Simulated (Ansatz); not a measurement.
# H2S (SMILES S) at wB97X/6-31G(d) (spherical functions)

What is the energy change on altering one bond length of H2S at wB97X/6-31G* (spherical functions)? 

Program for the calculation: Ansatz 0.2.0.

56 further runs of the same task are left out: 2 that didn't finish, 54 set aside as unsound or not needed.

## (1) The system as given

The species is H2S (3 atoms), meant as a singlet with charge 0. SMILES: `S`. Geometry: relaxed at PBE0-D4/def2-TZVP.

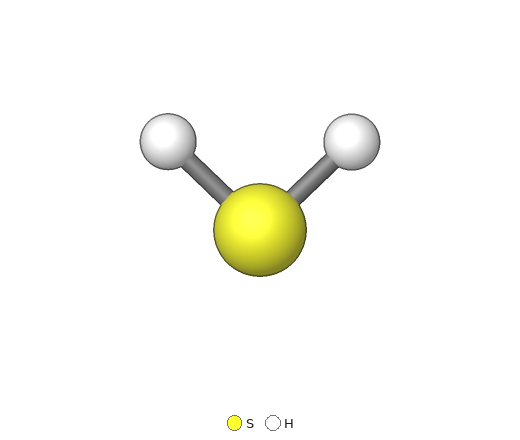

The structure, seen from a chosen angle (sulfur yellow, hydrogen white).

## (2) A single-point energy at wB97X/6-31G(d) (spherical functions)

The input, in.yaml:

```yaml
crystal:
  periodic: [false, false, false]
  atoms:
    - symbol: S
      position_ang: [0.495500, -0.280600, 0.243900]
    - symbol: H
      position_ang: [0.097900, 0.997700, 0.162400]
    - symbol: H
      position_ang: [-0.593400, -0.717100, -0.406300]
basis:
  gaussian:
    orbitals: 6-31G_st_-spherical.json
hamiltonian:
  xc: {name: wB97X}
accuracy: high
```

The basis set 6-31G* is read from a file made from the Basis Set Exchange's data (not shown).

Command:

```
$ ansatz run in.yaml --threads 1 --pin off --max-ram 2610MiB --events-out events.jsonl --progress --plain --runs-dir runs
```

The program printed:

```text
Warning: RAYON_NUM_THREADS=1 ignored (pool sized by the plan → 1); use --threads N
Functional definition: wB97X
  name "wB97X"
  parameter omega = 0.3/bohr
  parameter cx = 0.157706
  parameter cx1 = 0.726479
  parameter cx2 = 1.04760
  parameter cx3 = -5.70635
  parameter cx4 = 13.2794
  parameter css1 = -4.33879
  parameter css2 = 18.2308
  parameter css3 = -31.7430
  parameter css4 = 17.2901
  parameter cos1 = 2.37031
  parameter cos2 = -11.3995
  parameter cos3 = 6.58405
  parameter cos4 = -3.78132
  exchange = spin_sum(e_x_unif_sr(omega)*poly(b97_u_x, 1 - cx, cx1, cx2, cx3, cx4)) + cx*exact_x_sr(omega)
      + exact_x_lr(omega)
  correlation = spin_sum(e_c_pw_same_spin*poly(b97_u_same, 1, css1, css2, css3, css4))
      + integral(e_c_pw_opposite_spin*poly(b97_u_opposite, 1, cos1, cos2, cos3, cos4))
381 factors; integrals over basis functions are off by at most 6.3e-9 eV
139 factors; integrals over basis functions are off by at most 1.6e-9 eV
mean field evaluation 1: about -10866.6098 eV, gradient 1.1e1 eV
mean field evaluation 2: about -10867.0143 eV, gradient 4.9e0 eV
mean field evaluation 4: about -10867.0826 eV, gradient 1.4e-1 eV
mean field evaluation 8: about -10867.0711 eV, gradient 2.7e-4 eV
mean field evaluation 16: about -10867.0711 eV, gradient 2.7e-8 eV
mean field -10867.07112062 eV, -399.3574977175 hartree, gradient 2.7e-8 eV, S^2 0.000000; 0 other end points of the search recorded, 0 dependent functions left out
reference -10867.07111901 eV, -399.3574976584 hartree; 9, 9 occupied and 13, 13 virtual orbitals, 381 factors
Total energy: -10867.07111901 eV, -399.3574976584 hartree
```

Wall time 3 s (1 thread of Arm Neoverse V1, shared host); peak memory 0.16 GiB.

## (3) The distorted shape

The input, in.yaml:

```yaml
crystal:
  periodic: [false, false, false]
  atoms:
    - {symbol: S, position_ang: [0.767739, -0.171469, 0.406458]}
    - {symbol: H, position_ang: [0.370139, 1.106831, 0.324958]}
    - {symbol: H, position_ang: [-0.593400, -0.717100, -0.406300]}
basis:
  gaussian: {orbitals: 6-31G_st_-spherical.json}
accuracy: high
hamiltonian: {xc: {name: wB97X}}
```

The basis set 6-31G* is read from a file made from the Basis Set Exchange's data (not shown).

Command:

```
$ ansatz run in.yaml --threads 1 --pin off --max-ram 2610MiB --events-out events.jsonl --progress --plain --runs-dir runs
```

The program printed, cut to the lines that bear on the results:

```text
Warning: RAYON_NUM_THREADS=1 ignored (pool sized by the plan → 1); use --threads N
[... 2 set-up lines as earlier in the session ...]
[...]
      + exact_x_lr(omega)
[...]
      + integral(e_c_pw_opposite_spin*poly(b97_u_opposite, 1, cos1, cos2, cos3, cos4))
382 factors; integrals over basis functions are off by at most 2.9e-9 eV
144 factors; integrals over basis functions are off by at most 1.6e-9 eV
[...]
mean field -10866.14012919 eV, -399.3232844134 hartree, gradient 1.7e-8 eV, S^2 0.000000; 0 other end points of the search recorded, 0 dependent functions left out
reference -10866.14012756 eV, -399.3232843535 hartree; 9, 9 occupied and 13, 13 virtual orbitals, 382 factors
Total energy: -10866.14012756 eV, -399.3232843535 hartree
```

Run time: 3 s. Hardware: 1 thread of Arm Neoverse V1, shared host; peak memory 0.16 GiB.

## (4) Results

Level: wB97X/6-31G* (spherical functions).

```
                                                         quantity          value
                                        first shape: total energy  -399.35750 Eh
                                    distorted shape: total energy  -399.32328 Eh
energy change with the S1–H3 bond stretched from 1.341 to 1.677 Å       0.931 eV
```

In words: With the S1–H3 bond stretched from 1.341 to 1.677 Å the energy rises by 0.93 eV (89.8 kJ/mol). The first shape isn't relaxed at this level, so the change isn't measured from a minimum.
